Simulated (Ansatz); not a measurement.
# C2H6Si (vinylsilane): levels of theory compared

Wanted: a comparison of 6 runs (HF/3-21G, B3LYP/6-31G*, BHLYP/6-311+G**, SVWN5/6-311+G**, revPBE/6-311+G**, CCSD(T)/6-311+G**) of C2H6Si (vinylsilane). 

The calculation is run with Ansatz 0.2.0.

51 further runs of the same task are left out: 51 set aside as unsound or not needed.

**1. The structure to begin with**

C2H6Si: 9 atoms, total charge 0, spin state singlet. As SMILES, `C=C[SiH3]`. The Si3–H8 distance was set to 1.933 Å, away from the relaxed value.

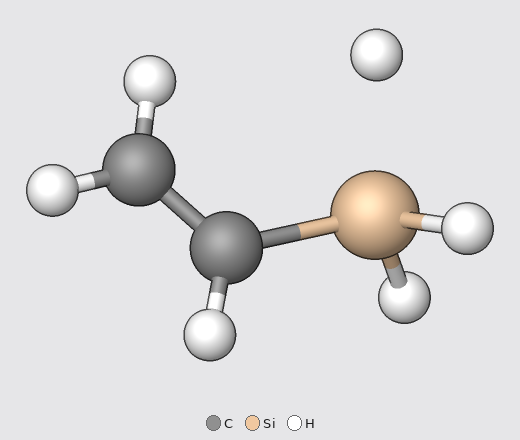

The structure, seen from a chosen angle (carbon grey, silicon light orange, hydrogen white).

**2. A single-point energy at HF/3-21G (run 1)**

Contents of input.yaml:

```yaml
crystal:
  periodic: [false, false, false]
  atoms:
    - symbol: C
      position_ang: [-0.612545, 1.182305, -0.746095]
    - symbol: C
      position_ang: [0.029855, 1.024605, 0.407805]
    - symbol: Si
      position_ang: [0.661755, -0.619895, 1.002305]
    - symbol: H
      position_ang: [-0.804545, 0.345105, -1.411695]
    - symbol: H
      position_ang: [-0.975545, 2.150705, -1.079295]
    - symbol: H
      position_ang: [0.190555, 1.904105, 1.029805]
    - symbol: H
      position_ang: [2.136955, -0.581795, 1.196005]
    - symbol: H
      position_ang: [0.223400, -1.972400, -0.307300]
    - symbol: H
      position_ang: [0.047955, -0.982195, 2.308905]
basis:
  gaussian:
    orbitals: 3-21G.json
output: {orbitals: {seedname: orbitals}}
accuracy: high
hamiltonian:
  xc: hf
```

The basis set 3-21G is read from a file made from the Basis Set Exchange's data (not shown).

Launch:

```console
$ ansatz run input.yaml --threads 1 --pin off --max-ram 3480MiB --events-out events.jsonl --progress --plain --runs-dir runs
```

What it wrote:

```text
Warning: RAYON_NUM_THREADS=1 ignored (pool sized by the plan → 1); use --threads N
Functional definition: HF
  name "HF"
  exchange = exact_x
  correlation = 0
1013 factors; integrals over basis functions are off by at most 7.9e-9 eV
mean field evaluation 1: about -9961.4793 eV, gradient 1.8e1 eV
mean field evaluation 2: about -9961.4722 eV, gradient 1.8e1 eV
mean field evaluation 4: about -9962.5034 eV, gradient 1.7e0 eV
mean field evaluation 8: about -9962.5124 eV, gradient 2.5e-4 eV
mean field -9962.51236589 eV, -366.1155766131 hartree, gradient 1.1e-8 eV, S^2 0.000000; 0 other end points of the search recorded, 0 dependent functions left out
reference -9962.51236589 eV, -366.1155766131 hartree; 16, 16 occupied and 27, 27 virtual orbitals, 1013 factors
Total energy: -9962.51236589 eV, -366.1155766131 hartree
```

It took 0.3 s on 1 thread of Intel Xeon 6975P-C (Granite Rapids), shared host.

**3. A single-point energy at B3LYP/6-31G(d) (Cartesian functions) (run 2)**

Contents of in.yaml:

```yaml
crystal:
  periodic: [false, false, false]
  atoms:
    - {symbol: C, position_ang: [-0.612545, 1.182305, -0.746095]}
    - {symbol: C, position_ang: [0.029855, 1.024605, 0.407805]}
    - {symbol: Si, position_ang: [0.661755, -0.619895, 1.002305]}
    - {symbol: H, position_ang: [-0.804545, 0.345105, -1.411695]}
    - {symbol: H, position_ang: [-0.975545, 2.150705, -1.079295]}
    - {symbol: H, position_ang: [0.190555, 1.904105, 1.029805]}
    - {symbol: H, position_ang: [2.136955, -0.581795, 1.196005]}
    - {symbol: H, position_ang: [0.223400, -1.972400, -0.307300]}
    - {symbol: H, position_ang: [0.047955, -0.982195, 2.308905]}
basis:
  gaussian: {orbitals: "6-31G*"}
hamiltonian: {xc: {name: B3LYP}}
accuracy: high
output: {orbitals: {seedname: orbitals}}
```

Launch:

```console
$ ansatz run in.yaml --threads 1 --pin off --max-ram 3480MiB --events-out events.jsonl --progress --plain --runs-dir runs
```

What it wrote:

```text
Warning: RAYON_NUM_THREADS=1 ignored (pool sized by the plan → 1); use --threads N
Functional definition: B3LYP
  name "B3LYP"
  parameter a0 = 0.2
  parameter ax = 0.72
  parameter ac = 0.81
  exchange = (1 - a0 - ax)*slater_x + ax*b88_x + a0*exact_x
  correlation = (1 - ac)*vwn_rpa_c + ac*lyp_c
1406 factors; integrals over basis functions are off by at most 3.7e-9 eV
mean field evaluation 1: about -10043.8402 eV, gradient 3.9e1 eV
mean field evaluation 2: about -10042.1415 eV, gradient 4.6e1 eV
mean field evaluation 4: about -10047.7365 eV, gradient 2.9e0 eV
mean field evaluation 8: about -10047.7529 eV, gradient 6.5e-2 eV
mean field evaluation 16: about -10047.7529 eV, gradient 1.1e-6 eV
mean field -10047.75291835 eV, -369.2481091377 hartree, gradient 3.1e-8 eV, S^2 0.000000; 0 other end points of the search recorded, 0 dependent functions left out
reference -10047.75295629 eV, -369.2481105322 hartree; 16, 16 occupied and 45, 45 virtual orbitals, 1406 factors
Total energy: -10047.75295629 eV, -369.2481105322 hartree
```

Run time: 2 s. Hardware: 1 thread of Intel Xeon 6975P-C (Granite Rapids), shared host; peak memory 0.19 GiB.

Runs 3 to 5 aren't shown in full; the table further down has their settings and results.

**4. A single-point energy at CCSD(T)/6-311+G(d,p) (run 6)**

Contents of run.yaml:

```yaml
crystal:
  periodic: [false, false, false]
  atoms:
    - {symbol: C, position_ang: [-0.612545, 1.182305, -0.746095]}
    - {symbol: C, position_ang: [0.029855, 1.024605, 0.407805]}
    - {symbol: Si, position_ang: [0.661755, -0.619895, 1.002305]}
    - {symbol: H, position_ang: [-0.804545, 0.345105, -1.411695]}
    - {symbol: H, position_ang: [-0.975545, 2.150705, -1.079295]}
    - {symbol: H, position_ang: [0.190555, 1.904105, 1.029805]}
    - {symbol: H, position_ang: [2.136955, -0.581795, 1.196005]}
    - {symbol: H, position_ang: [0.223400, -1.972400, -0.307300]}
    - {symbol: H, position_ang: [0.047955, -0.982195, 2.308905]}
basis:
  gaussian:
    orbitals: 6-311+G_st__st_-spherical.json
correlation:
  method: ccsd_t
  frozen_orbitals: {C: 1, H: 0, Si: 5}
accuracy: high
scf:
  omitted_lower_state_checks: [cluster_reference, increment]
```

The basis set 6-311+G** is read from a file made from the Basis Set Exchange's data (not shown).

Launch:

```console
$ ansatz run run.yaml --threads 1 --pin off --max-ram 3480MiB --events-out events.jsonl --progress --plain --runs-dir runs
```

What it wrote:

```text
Warning: RAYON_NUM_THREADS=1 ignored (pool sized by the plan → 1); use --threads N
Functional definition: HF
  name "HF"
  exchange = exact_x
  correlation = 0
these checks for a lower state are left out or cut short: cluster_reference, increment
2118 factors; integrals over basis functions are off by at most 6.0e-9 eV
mean field evaluation 1: about -10014.4426 eV, gradient 2.8e1 eV
mean field evaluation 2: about -10014.4497 eV, gradient 2.8e1 eV
mean field evaluation 4: about -10016.9560 eV, gradient 2.8e0 eV
mean field evaluation 8: about -10016.9882 eV, gradient 1.1e-4 eV
mean field -10016.98823866 eV, -368.1175280124 hartree, gradient 2.5e-8 eV, S^2 0.000000; 0 other end points of the search recorded, 0 dependent functions left out
7 core orbitals not correlated: weight in the atoms' cores, before any rotation towards them, 1.000 or more for the frozen orbitals, at most 0.000 for the correlated occupied ones
reference -10016.98823866 eV, -368.1175280124 hartree; 9, 9 occupied and 94, 94 virtual orbitals, 2118 factors
second order -10.69516172 eV of doubles, -0.00000000 eV of singles
cycle   1  -11.47158643 eV  change   -7.8e-1 eV  update   8.5e-2
cycle   2  -11.91436541 eV  change   -4.4e-1 eV  update   3.1e-2
cycle   3  -11.97473441 eV  change   -6.0e-2 eV  update   1.2e-2
cycle   4  -11.97389354 eV  change    8.4e-4 eV  update   3.6e-3
cycle   5  -11.97414420 eV  change   -2.5e-4 eV  update   9.7e-4
cycle   6  -11.97396953 eV  change    1.7e-4 eV  update   3.0e-4
cycle   7  -11.97398813 eV  change   -1.9e-5 eV  update   8.2e-5
cycle   8  -11.97401482 eV  change   -2.7e-5 eV  update   2.8e-5
cycle   9  -11.97400962 eV  change    5.2e-6 eV  update   8.9e-6
cycle  10  -11.97400715 eV  change    2.5e-6 eV  update   3.1e-6
cycle  11  -11.97400817 eV  change   -1.0e-6 eV  update   9.6e-7
cycle  12  -11.97400812 eV  change    5.1e-8 eV  update   3.2e-7
cycle  13  -11.97400833 eV  change   -2.1e-7 eV  update   1.0e-7
cycle  14  -11.97400839 eV  change   -5.7e-8 eV  update   4.5e-8
cycle  15  -11.97400840 eV  change   -9.6e-9 eV  update   2.9e-8
cycle  16  -11.97400880 eV  change   -4.0e-7 eV  update   1.3e-7
cycle  17  -11.97400885 eV  change   -4.4e-8 eV  update   3.3e-8
cycle  18  -11.97400888 eV  change   -2.9e-8 eV  update   1.0e-8
cycle  19  -11.97400888 eV  change   -3.8e-9 eV  update   3.4e-9
cycle  20  -11.97400888 eV  change   -1.2e-9 eV  update   1.1e-9
perturbative correction -0.44236502 eV, -0.0162566145 hartree
Total energy: -10029.40461256 eV, -368.5738213370 hartree
Checks for a lower state left out: cluster_reference, increment
```

Wall time 14 s (1 thread of Intel Xeon 6975P-C (Granite Rapids), shared host); peak memory 0.96 GiB.

**5. All runs side by side**

| run | level | Cartesian functions | frozen core orbitals | energy (Eh) | HOMO energy (eV) | LUMO energy (eV) | HOMO–LUMO gap (eV) | wall time |
| --- | --- | --- | --- | --- | --- | --- | --- | --- |
| 1 | HF/3-21G | no | – | -366.115577 | -10.48 | 3.84 | 14.32 | 0.3 s |
| 2 | B3LYP/6-31G* (Cartesian functions) | yes | – | -369.248111 | -7.62 | -0.31 | 7.31 | 2 s |
| 3 | BHLYP/6-311+G** | no | – | -369.214892 | -9.07 | 0.34 | 9.41 | 4.8 s |
| 4 | SVWN5/6-311+G** | no | – | -367.343703 | -7.14 | -1.79 | 5.35 | 3.3 s |
| 5 | revPBE/6-311+G** | no | – | -369.189019 | -6.96 | -1.54 | 5.42 | 4.2 s |
| 6 | CCSD(T)/6-311+G** | no | 7 | -368.573821 | – | – | – | 14 s |

**6. Results**

| quantity | value |
| --- | --- |
| run 6: total energy | -368.57382 Eh |
| run 6: correlation energy (7 core orbitals frozen) | -456.3 mEh |
| run 6: (T) correction | -16.26 mEh |
| run 6: T1 diagnostic | 0.012 |

**Reading.** Over runs 1, 2, 3, 4, 5 the HOMO–LUMO gap runs from 5.35 eV (SVWN5/6-311+G**) to 14.32 eV (HF/3-21G). The two ends differ in method and basis. Totals of different functionals can't be ranked against each other. All runs together took 29 s, the longest 14 s.
